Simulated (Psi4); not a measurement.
# CCSD/def2-SVPD run of BHOF2 (difluorohydroxyborane)

Aim: the vertical singlet–triplet gap of BHOF2 (difluorohydroxyborane) at CCSD/def2-SVPD, from 2 runs. 

Program for the calculation: Psi4 1.11.

## Step 1: The system as given

BHOF2: 5 atoms, total charge 0, spin state singlet. SMILES: `OB(F)F`. The shape is that of a PBE0-D4/def2-TZVP optimisation.

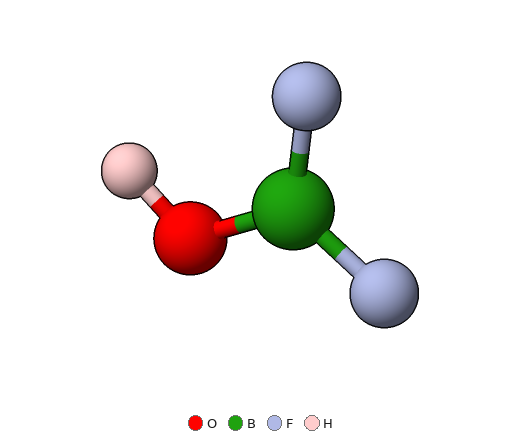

Viewed from a chosen angle; oxygen red, boron green, fluorine light blue, hydrogen pink.

## Step 2: The energy at CCSD/def2-SVPD

Input file bf2ho.dat:

```
memory 2200 MB

molecule {
  0 1
  O      0.07300012     1.89114342     0.32939816
  B      0.19985743    -0.64715561     0.25928932
  F      1.38144649    -1.86493292     2.08002155
  F     -0.83059132    -1.98785960    -1.59366273
  H     -0.82371272     2.60880471    -1.07502740
  units bohr
  symmetry c1
  no_reorient
  no_com
}

set basis def2-SVPD
set puream true
set e_convergence 1e-09
set d_convergence 1e-08
set scf_type pk
set num_frozen_docc 4

energy_value, wavefunction = energy("ccsd", return_wfn=True)
```

Launch:

```
$ psi4 -i bf2ho.dat -o bf2ho.out -n 1
```

bf2ho.out:

```text
[...]
  Running in c1 symmetry.
[...]
  Nuclear repulsion =  112.725598750141998
[...]
  Multiplicity = 1
[...]
  Nalpha       = 16
  Nbeta        = 16
[...]
    Number of basis functions: 97
[...]
   @RHF iter   1:  -298.86925356189687   -8.65838e-01   5.60764e-03 ADIIS/DIIS
[...]
   @RHF iter  11:  -298.97610964288174   -2.44427e-12   5.69312e-09 DIIS
[...]
    Orbital Energies [Eh]
    ---------------------
    Doubly Occupied:
       1A    -26.323953     2A    -26.316651     3A    -20.609056
       4A     -7.760641     5A     -1.632888     6A     -1.600293
       7A     -1.393426     8A     -0.836459     9A     -0.805834
      10A     -0.774097    11A     -0.732828    12A     -0.695284
      13A     -0.673386    14A     -0.662059    15A     -0.605749
      16A     -0.569636
[...]
  @RHF Final Energy:  -298.97610964288174
   => Energetics <=
    Nuclear Repulsion Energy =            112.7255987501419980
    One-Electron Energy =                -639.4189362196681259
    Two-Electron Energy =                 227.7172278266443755
    Total Energy =                       -298.9761096428817382
[...]
 Multipole Moments:
 ------------------------------------------------------------------------------------
     Multipole            Electronic (a.u.)      Nuclear  (a.u.)        Total (a.u.)
 ------------------------------------------------------------------------------------
 L = 1.  Multiply by 2.5417464519 to convert [e a0] to [Debye]
 Dipole X            :         -6.0736615            5.7172719           -0.3563896
 Dipole Y            :         20.6928613          -20.1729587            0.5199027
 Dipole Z            :         -7.7661008            7.2338339           -0.5322669
 Magnitude           :                                                    0.8249972
[...]
      * MP2 total energy                      = -299.635851142078877
[...]
      * CCSD total energy                     = -299.645442475426080
[...]
```

Run time: 42 s. Hardware: 1 thread of Intel Xeon Platinum 8259CL at 2.50GHz (Skylake/Cascade Lake), shared host; peak memory 0.83 GiB.

## Step 3: The triplet

Input file run.py:

```python
import numpy as np
from ase.calculators.psi4 import Psi4
from ase import Atoms

atoms = Atoms(['O', 'B', 'F', 'F', 'H'], positions=[
    [0.038630, 1.000750, 0.174310],
    [0.105760, -0.342460, 0.137210],
    [0.731030, -0.986880, 1.100700],
    [-0.439530, -1.051930, -0.843330],
    [-0.435890, 1.380520, -0.568880],
])
calc = Psi4(atoms=atoms, method='ccsd', basis='def2-SVPD', memory='2200MB', num_threads=1, charge=0, multiplicity=3, label='calc', reference='uhf')
calc.psi4.set_options({'puream': True, 'e_convergence': 1e-09, 'd_convergence': 1e-08, 'scf_type': 'pk', 'num_frozen_docc': 4, 'maxiter': 100})
atoms.calc = calc

print(f'energy: {atoms.get_potential_energy():.6f} eV')
```

Launch:

```
$ python run.py
```

calc.dat:

```text
[...]
  Running in c1 symmetry.
[...]
  Nuclear repulsion =  112.725598717264262
[...]
  Multiplicity = 3
[...]
  Nalpha       = 17
  Nbeta        = 15
[...]
    Number of basis functions: 97
[...]
   @UHF iter   1:  -298.56631794659791   -5.62902e-01   4.47387e-03 ADIIS/DIIS
[...]
   @UHF iter  16:  -298.67208334208999   -3.29692e-12   8.35147e-09 DIIS
[...]
   @S^2 Observed:                2.005666331E+00
[...]
    Orbital Energies [Eh]
    ---------------------
    Alpha Occupied:
       1A    -26.389361     2A    -26.380155     3A    -20.847744
       4A     -7.870425     5A     -1.703400     6A     -1.663042
       7A     -1.646004     8A     -1.003705     9A     -0.903584
      10A     -0.887702    11A     -0.873024    12A     -0.805220
      13A     -0.774261    14A     -0.755817    15A     -0.728305
      16A     -0.717509    17A     -0.174166
    Alpha Virtual:
      18A      0.062683    19A      0.081306    20A      0.113738
      21A      0.138393    22A      0.147725    23A      0.153804
      24A      0.179186    25A      0.211456    26A      0.222714
[...]
  @UHF Final Energy:  -298.67208334208999
   => Energetics <=
    Nuclear Repulsion Energy =            112.7255987172642619
    One-Electron Energy =                -635.9835626053313717
    Two-Electron Energy =                 224.5858805459771474
    Total Energy =                       -298.6720833420899908
  UHF NO Occupations:
  HONO-2 :   15  A 1.9980124
  HONO-1 :   16  A 1.0000000
[...]
 Multipole Moments:
 ------------------------------------------------------------------------------------
     Multipole            Electronic (a.u.)      Nuclear  (a.u.)        Total (a.u.)
 ------------------------------------------------------------------------------------
 L = 1.  Multiply by 2.5417464519 to convert [e a0] to [Debye]
 Dipole X            :          1.1353915           -0.5864318            0.5489598
 Dipole Y            :         -3.2946926            2.8269837           -0.4677088
 Dipole Z            :          1.5149964           -0.6583888            0.8566076
 Magnitude           :                                                    1.1197701
[...]
      * MP2 total energy                      = -299.288537075874444
[...]
      * CCSD total energy                     = -299.309231788599391
```

Standard output:

```text
energy: -8144.619047 eV
```

Wall time 2.3 min (1 thread of Intel Xeon Platinum 8259CL at 2.50GHz (Skylake/Cascade Lake), shared host); peak memory 0.89 GiB.

## Step 4: Summary of results

At CCSD/def2-SVPD, 4 core orbitals frozen:

| quantity | value |
| --- | --- |
| singlet: total energy | -299.64544 Eh |
| singlet: HOMO energy (Hartree–Fock orbitals) | -15.50 eV |
| singlet: LUMO energy (Hartree–Fock orbitals) | 1.64 eV |
| singlet: HOMO–LUMO gap (Hartree–Fock orbitals) | 17.14 eV |
| singlet: correlation energy (4 core orbitals frozen) | -669.3 mEh |
| singlet: T1 diagnostic | 0.014 |
| triplet: total energy | -299.30923 Eh |
| triplet: HOMO energy (Hartree–Fock orbitals) (highest over α and β) | -4.74 eV |
| triplet: LUMO energy (Hartree–Fock orbitals) (lowest over α and β) | -3.78 eV |
| triplet: correlation energy (4 core orbitals frozen) | -637.1 mEh |
| triplet: ⟨S²⟩ of the reference determinant | 2.006 |
| triplet: T1 diagnostic | 0.036 |
| vertical energy of the triplet above the singlet | 9.149 eV |

**Reading.** At this shape the triplet lies 9.15 eV (883 kJ/mol) above the singlet.
